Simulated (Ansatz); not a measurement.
# Geometry relaxation of C7H6O3

System: C7H6O3, SMILES O=C(O)c1cccc(O)c1.
Method: RKS PBE-D4/def2-SVP (Ansatz 0.2.0).

The geometry: force-field start. Figures and captions count atoms from 1; the log counts them from 0 in places.

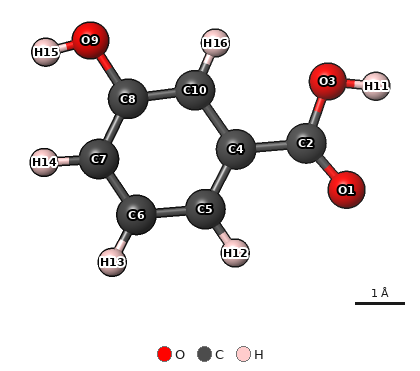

The input geometry (ball-and-stick view, seen on its broad side; atoms are numbered from 1 in the order of the input). Bond lengths as drawn: C–C 1.37 to 1.47 Å, C–H 1.06 to 1.13 Å, C–O 1.26 to 1.42 Å and H–O 0.95 to 0.99 Å.

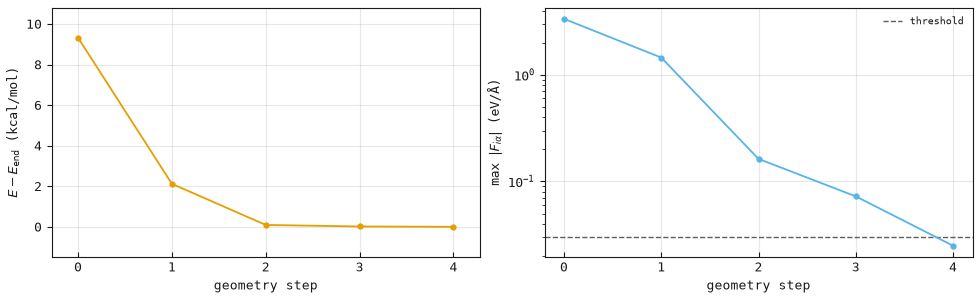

Progress of the relaxation, step by step (the first geometry is step 0 here and step 1 in the log).

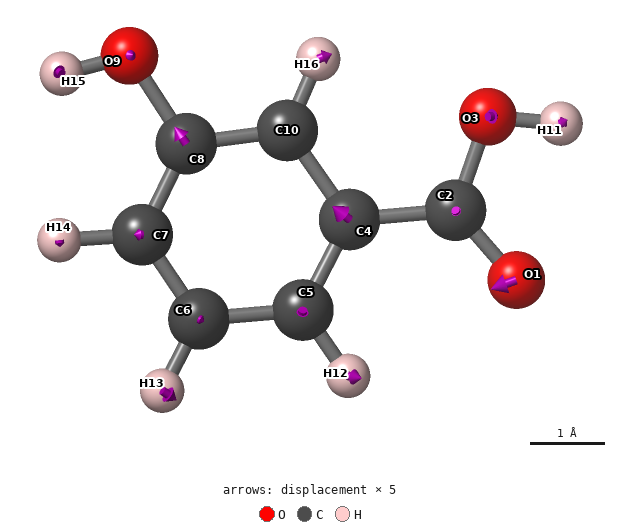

The starting structure with the displacements as pink arrows, magnified 5 times (ball-and-stick view, seen on its broad side). The two geometries are laid on each other by the best rigid fit. After 4 geometry steps the energy has fallen by 9.32 kcal/mol. Largest force component: 3.3 eV/Å at the start, 0.025 eV/Å at the end. The atom that moves furthest after the best rigid fit is O1 (0.075 Å). Largest moves by element: O 0.075 Å, C 0.066 Å, H 0.051 Å. Among the contacts that change: C4–C10 1.474 → 1.406 Å, C8–O9 1.420 → 1.360 Å, C2–C4 1.442 → 1.493 Å, C10–H16 1.056 → 1.098 Å. Among the angles that change: C2–C4–C5 122.3° → 117.8°, C7–C8–C10 123.4° → 119.6°, C5–C4–C10 117.6° → 120.7°. (Atoms are counted from 1 in the order of the input.)

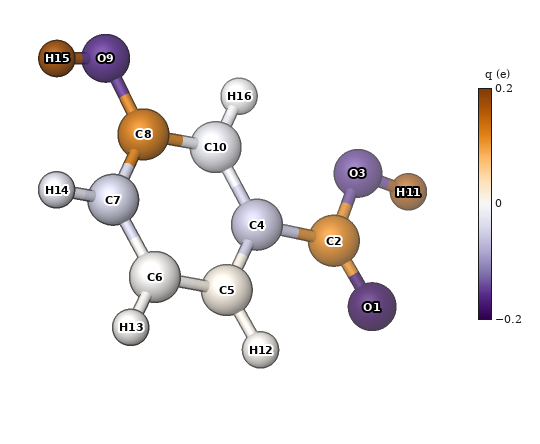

Mulliken charges, as the colour of each atom (ball-and-stick view, seen at a tilt; atoms are numbered from 1 in the order of the input; Mulliken charges depend strongly on the basis). By element: O −0.19 to −0.15, C −0.06 to +0.13 and H −0.02 to +0.18 e.

The input and output of the run follow.

### The input
```yaml
crystal:
  periodic: [false, false, false]
  atoms:
    - {symbol: O, position_ang: [2.700600, -1.706400, -0.799900]}
    - {symbol: C, position_ang: [1.619700, -1.637100, -0.162300]}
    - {symbol: O, position_ang: [1.239500, -2.659800, 0.617800]}
    - {symbol: C, position_ang: [0.716600, -0.512900, -0.142500]}
    - {symbol: C, position_ang: [0.902800, 0.598700, -0.945900]}
    - {symbol: C, position_ang: [0.003600, 1.692300, -0.939300]}
    - {symbol: C, position_ang: [-1.126700, 1.626100, -0.156500]}
    - {symbol: C, position_ang: [-1.365000, 0.516000, 0.614500]}
    - {symbol: O, position_ang: [-2.519300, 0.426500, 1.436700]}
    - {symbol: C, position_ang: [-0.516100, -0.573000, 0.663400]}
    - {symbol: H, position_ang: [1.989400, -3.307600, 0.538600]}
    - {symbol: H, position_ang: [1.820900, 0.661900, -1.520500]}
    - {symbol: H, position_ang: [0.160500, 2.576500, -1.567900]}
    - {symbol: H, position_ang: [-1.868400, 2.474400, -0.159400]}
    - {symbol: H, position_ang: [-3.047100, 1.205700, 1.289400]}
    - {symbol: H, position_ang: [-0.734100, -1.404000, 1.278100]}
basis:
  gaussian: {orbitals: def2-SVP}
hamiltonian: {xc: pbe, dispersion: d4}
relax: {f_tol: 0.03, max_steps: 200}
```

Command:
```bash
ansatz run in.yaml --threads 2 --pin off --events-out ev --progress --plain --max-ram 20480MiB --backend cpu
```

### What the program printed
```
Functional definition: PBE
  name "PBE"
  cite "Perdew, Burke & Ernzerhof, Phys. Rev. Lett. 77, 3865 (1996) doi:10.1103/PhysRevLett.77.3865"
  parent pbe
  parameter kappa = 0.804
  parameter beta = 0.06672455060314922
  exchange = pbe_x(kappa = kappa, mu = beta*pi^2/3)
  correlation = pbe_c(beta = beta)
1883 factors; their error is unknown
mean field evaluation 1: about -13459.0077 eV, gradient 7.9e1 eV
mean field evaluation 2: about -13440.0381 eV, gradient 1.3e2 eV
mean field evaluation 4: about -13472.5277 eV, gradient 1.0e1 eV
mean field evaluation 8: about -13472.7262 eV, gradient 2.3e-1 eV
mean field evaluation 16: about -13472.6256 eV, gradient 1.6e-3 eV
mean field -13472.62561421 eV, -495.1098592487 hartree, gradient 5.1e-5 eV, S^2 0.000000; 0 other end points of the search recorded, 0 dependent functions left out
the calculation of the forces begins
reference -13472.62564908 eV, -495.1098605299 hartree; 36, 36 occupied and 134, 134 virtual orbitals, 1883 factors
relax step   1: F+E_penalty+E_count = -13473.08126540 eV  Δ(F+E_penalty+E_count) = +0.000e0 eV  max|allowed force component| = 3.345e0 eV/Å  Δτ_max = 0.0000 Å  (33 SCF iters, accepted)
these checks for a lower state are left out or cut short: starts, cluster_reference, orbital_swaps, neighbouring_geometries, increment
1883 factors; their error is unknown
mean field -13472.93842648 eV, -495.1213548876 hartree, gradient 2.2e-5 eV, S^2 0.000000; 0 other end points of the search recorded, 0 dependent functions left out
the calculation of the forces begins
reference -13472.93846123 eV, -495.1213561646 hartree; 36, 36 occupied and 134, 134 virtual orbitals, 1883 factors
relax step   2: F+E_penalty+E_count = -13473.39352549 eV  Δ(F+E_penalty+E_count) = -3.123e-1 eV  max|allowed force component| = 1.451e0 eV/Å  Δτ_max = 0.0461 Å  (33 SCF iters, accepted)
these checks for a lower state are left out or cut short: starts, cluster_reference, orbital_swaps, neighbouring_geometries, increment
1883 factors; their error is unknown
mean field evaluation 32: about -13473.0259 eV, gradient 4.0e-1 eV
mean field -13473.02628546 eV, -495.1245836454 hartree, gradient 1.9e-5 eV, S^2 0.000000; 0 other end points of the search recorded, 0 dependent functions left out
the calculation of the forces begins
reference -13473.02632003 eV, -495.1245849158 hartree; 36, 36 occupied and 134, 134 virtual orbitals, 1883 factors
relax step   3: F+E_penalty+E_count = -13473.48139519 eV  Δ(F+E_penalty+E_count) = -8.787e-2 eV  max|allowed force component| = 1.628e-1 eV/Å  Δτ_max = 0.0350 Å  (33 SCF iters, accepted)
these checks for a lower state are left out or cut short: starts, cluster_reference, orbital_swaps, neighbouring_geometries, increment
1883 factors; their error is unknown
mean field -13473.02974643 eV, -495.1247108336 hartree, gradient 1.3e-5 eV, S^2 0.000000; 0 other end points of the search recorded, 0 dependent functions left out
the calculation of the forces begins
reference -13473.02978103 eV, -495.1247121052 hartree; 36, 36 occupied and 134, 134 virtual orbitals, 1883 factors
relax step   4: F+E_penalty+E_count = -13473.48464219 eV  Δ(F+E_penalty+E_count) = -3.247e-3 eV  max|allowed force component| = 7.250e-2 eV/Å  Δτ_max = 0.0160 Å  (35 SCF iters, accepted)
these checks for a lower state are left out or cut short: starts, cluster_reference, orbital_swaps, neighbouring_geometries, increment
1883 factors; their error is unknown
mean field -13473.03048808 eV, -495.1247380890 hartree, gradient 1.3e-5 eV, S^2 0.000000; 0 other end points of the search recorded, 0 dependent functions left out
the calculation of the forces begins
reference -13473.03052271 eV, -495.1247393615 hartree; 36, 36 occupied and 134, 134 virtual orbitals, 1883 factors
relax step   5: F+E_penalty+E_count = -13473.48541603 eV  Δ(F+E_penalty+E_count) = -7.738e-4 eV  max|allowed force component| = 2.498e-2 eV/Å  Δτ_max = 0.0257 Å  (35 SCF iters, accepted)
1883 factors; their error is unknown
mean field evaluation 64: about -13473.0305 eV, gradient 7.0e-2 eV
mean field -13473.03048808 eV, -495.1247380890 hartree, gradient 1.8e-5 eV, S^2 0.000000; 1 other end points of the search recorded, 0 dependent functions left out
the calculation of the forces begins
reference -13473.03052271 eV, -495.1247393615 hartree; 36, 36 occupied and 134, 134 virtual orbitals, 1883 factors
Total energy: -13473.48545066 eV, -495.1414576553 hartree
Atom 0 at     2.667015    -1.640300    -0.810804 Å, force    -0.010414    -0.005045     0.006857 eV/Å
Atom 1 at     1.636747    -1.630809    -0.157568 Å, force    -0.003483     0.000816     0.000254 eV/Å
Atom 2 at     1.271706    -2.671081     0.639093 Å, force     0.024981     0.009209    -0.018165 eV/Å
Atom 3 at     0.651325    -0.509251    -0.137620 Å, force    -0.003020    -0.000913     0.003347 eV/Å
Atom 4 at     0.919930     0.617511    -0.941724 Å, force     0.001255     0.003396    -0.002644 eV/Å
Atom 5 at     0.015481     1.684541    -0.947949 Å, force    -0.005178     0.007753     0.002295 eV/Å
Atom 6 at    -1.147237     1.638619    -0.162594 Å, force     0.003661    -0.002656    -0.001559 eV/Å
Atom 7 at    -1.414635     0.511796     0.642136 Å, force     0.000091     0.001452    -0.000667 eV/Å
Atom 8 at    -2.523763     0.410019     1.423380 Å, force     0.001412     0.002436     0.000798 eV/Å
Atom 9 at    -0.509581    -0.565544     0.652716 Å, force     0.014226    -0.007592    -0.008322 eV/Å
Atom 10 at     1.990846    -3.330846     0.536701 Å, force    -0.006436    -0.002284     0.008320 eV/Å
Atom 11 at     1.837104     0.629158    -1.546547 Å, force     0.003136    -0.007459     0.000572 eV/Å
Atom 12 at     0.211546     2.569997    -1.571502 Å, force    -0.005165     0.000365     0.004426 eV/Å
Atom 13 at    -1.856455     2.483564    -0.171631 Å, force     0.003509    -0.007795     0.001323 eV/Å
Atom 14 at    -3.053772     1.221629     1.318381 Å, force    -0.006809     0.006669    -0.000373 eV/Å
Atom 15 at    -0.719357    -1.441702     1.279831 Å, force    -0.011766     0.001649     0.003539 eV/Å
Dipole moment:    -0.459172     0.286837     0.135566 e Å
```

### Trajectory as extended XYZ (Å, eV, eV/Å), 5 frames, from step=1 to step=5
```
16
Properties=species:S:1:pos:R:3:forces:R:3 step=1 energy=-13473.08127
O     2.7006   -1.7064   -0.7999   -1.8672   0.3976   0.8794
C     1.6197   -1.6371   -0.1623    3.1655  -0.8222  -1.1950
O     1.2395   -2.6598    0.6178    0.1465  -0.7649   0.3658
C     0.7166   -0.5129   -0.1425   -3.3453   0.2687   1.3245
C     0.9028    0.5987   -0.9459    0.3563   1.2090  -0.2496
C     0.0036    1.6923   -0.9393    0.7541  -0.5865  -0.4513
C    -1.1267    1.6261   -0.1565   -0.9374   1.8310  -0.4918
C    -1.3650    0.5160    0.6145   -2.4964  -1.1076   2.3430
O    -2.5193    0.4265    1.4367    1.9075  -0.8773  -0.7708
C    -0.5161   -0.5730    0.6634    2.5552   0.9817  -1.9675
H     1.9894   -3.3076    0.5386   -0.4489   0.2909   0.0186
H     1.8209    0.6619   -1.5205    0.4082  -0.0634  -0.4233
H     0.1605    2.5765   -1.5679    0.2249   0.0286  -0.0968
H    -1.8684    2.4744   -0.1594    0.4957  -0.5436   0.0398
H    -3.0471    1.2057    1.2894   -0.6079   0.9808  -0.2014
H    -0.7341   -1.4040    1.2781   -0.3108  -1.2229   0.8765
16
Properties=species:S:1:pos:R:3:forces:R:3 step=2 energy=-13473.39352
O     2.6826   -1.6668   -0.7871   -0.6587   0.2546   0.4631
C     1.6344   -1.6236   -0.1360    1.2348  -0.5326  -0.9893
O     1.2474   -2.6741    0.6189    0.0463  -0.2878   0.2802
C     0.6764   -0.5130   -0.1465   -1.4076   0.3404   1.1570
C     0.9254    0.6236   -0.9227    0.0333   0.3189  -0.6524
C     0.0034    1.6884   -0.9565    0.4406  -0.2499   0.1039
C    -1.1439    1.6321   -0.1679   -0.2174   0.5385  -0.1210
C    -1.3830    0.5139    0.6375   -1.4505  -0.2927   1.0406
O    -2.5191    0.4167    1.4369    0.9261  -0.1198  -0.5170
C    -0.5047   -0.5653    0.6738    1.2416   0.1873  -1.0127
H     1.9790   -3.3262    0.5088   -0.1803   0.0959   0.0467
H     1.8211    0.6383   -1.5601    0.0713   0.0061   0.0825
H     0.1962    2.5776   -1.5731    0.0332  -0.0231  -0.0649
H    -1.8639    2.4759   -0.1643    0.1184  -0.1773  -0.0178
H    -3.0573    1.2088    1.2855   -0.1507   0.2334  -0.0230
H    -0.7170   -1.4289    1.2971   -0.0805  -0.2918   0.2241
16
Properties=species:S:1:pos:R:3:forces:R:3 step=3 energy=-13473.48140
O     2.6866   -1.6322   -0.7843   -0.0445   0.0276  -0.0454
C     1.6417   -1.6262   -0.1545   -0.0194   0.0655   0.0866
O     1.2590   -2.6728    0.6212    0.0118  -0.0883  -0.0128
C     0.6574   -0.5031   -0.1306    0.0178  -0.0658  -0.0071
C     0.9259    0.6156   -0.9407   -0.1590   0.0927   0.0411
C     0.0134    1.6769   -0.9503    0.0234   0.0289  -0.0123
C    -1.1464    1.6327   -0.1621   -0.0772   0.0300   0.0353
C    -1.4143    0.5115    0.6524    0.0602   0.1628  -0.1347
O    -2.5245    0.4196    1.4305   -0.0264  -0.0401   0.0393
C    -0.5042   -0.5577    0.6621    0.0650  -0.1476   0.0145
H     1.9730   -3.3353    0.5059    0.0117  -0.0469   0.0512
H     1.8377    0.6288   -1.5491    0.0746  -0.0152  -0.0343
H     0.2059    2.5559   -1.5817   -0.0171   0.0532  -0.0132
H    -1.8628    2.4735   -0.1694    0.0565  -0.0146  -0.0354
H    -3.0607    1.2256    1.3082    0.0296  -0.0173  -0.0009
H    -0.7109   -1.4355    1.2866   -0.0071  -0.0249   0.0284
16
Properties=species:S:1:pos:R:3:forces:R:3 step=4 energy=-13473.48464
O     2.6795   -1.6333   -0.7895   -0.0086   0.0237  -0.0006
C     1.6401   -1.6282   -0.1509   -0.0085  -0.0316  -0.0257
O     1.2624   -2.6802    0.6243    0.0231   0.0189  -0.0087
C     0.6539   -0.5073   -0.1340    0.0030   0.0057  -0.0078
C     0.9194    0.6165   -0.9432   -0.0261   0.0451   0.0356
C     0.0125    1.6833   -0.9501    0.0669  -0.0379  -0.0442
C    -1.1472    1.6367   -0.1640   -0.0725  -0.0171   0.0532
C    -1.4130    0.5120    0.6460    0.0173   0.0508  -0.0346
O    -2.5211    0.4174    1.4290   -0.0027  -0.0240   0.0044
C    -0.5064   -0.5635    0.6577    0.0056  -0.0164   0.0070
H     1.9830   -3.3379    0.5181   -0.0103  -0.0066   0.0216
H     1.8366    0.6310   -1.5473    0.0101  -0.0175  -0.0074
H     0.2057    2.5664   -1.5776   -0.0034   0.0065   0.0036
H    -1.8610    2.4781   -0.1731    0.0175  -0.0005  -0.0064
H    -3.0549    1.2249    1.3119    0.0037   0.0019   0.0031
H    -0.7126   -1.4388    1.2871   -0.0152  -0.0011   0.0069
16
Properties=species:S:1:pos:R:3:forces:R:3 step=5 energy=-13473.48542
O     2.6670   -1.6403   -0.8108   -0.0104  -0.0050   0.0069
C     1.6367   -1.6308   -0.1576   -0.0035   0.0008   0.0003
O     1.2717   -2.6711    0.6391    0.0250   0.0092  -0.0182
C     0.6513   -0.5093   -0.1376   -0.0030  -0.0009   0.0033
C     0.9199    0.6175   -0.9417    0.0013   0.0034  -0.0026
C     0.0155    1.6845   -0.9479   -0.0052   0.0078   0.0023
C    -1.1472    1.6386   -0.1626    0.0037  -0.0027  -0.0016
C    -1.4146    0.5118    0.6421    0.0001   0.0015  -0.0007
O    -2.5238    0.4100    1.4234    0.0014   0.0024   0.0008
C    -0.5096   -0.5655    0.6527    0.0142  -0.0076  -0.0083
H     1.9908   -3.3308    0.5367   -0.0064  -0.0023   0.0083
H     1.8371    0.6292   -1.5465    0.0031  -0.0075   0.0006
H     0.2115    2.5700   -1.5715   -0.0052   0.0004   0.0044
H    -1.8565    2.4836   -0.1716    0.0035  -0.0078   0.0013
H    -3.0538    1.2216    1.3184   -0.0068   0.0067  -0.0004
H    -0.7194   -1.4417    1.2798   -0.0118   0.0016   0.0035
```

### Summary

```json
{"quantity": "outcome", "value": "converged"}
{"quantity": "total energy", "value": "−13473.4855 eV"}
{"quantity": "mean-field energy", "value": "−13473.0305 eV"}
{"quantity": "dispersion energy", "value": "−0.4549 eV"}
{"quantity": "SCF solution under orbital rotations", "value": "stable"}
{"quantity": "largest force (length of the vector) at the end", "value": "0.032 eV/Å"}
{"quantity": "dipole moment", "value": "2.68 D"}
{"quantity": "hardware", "value": "2 CPU threads, shared host"}
{"quantity": "wall time", "value": "19 s (CPU time 37 s)"}
{"quantity": "peak memory", "value": "0.27 GiB"}
```
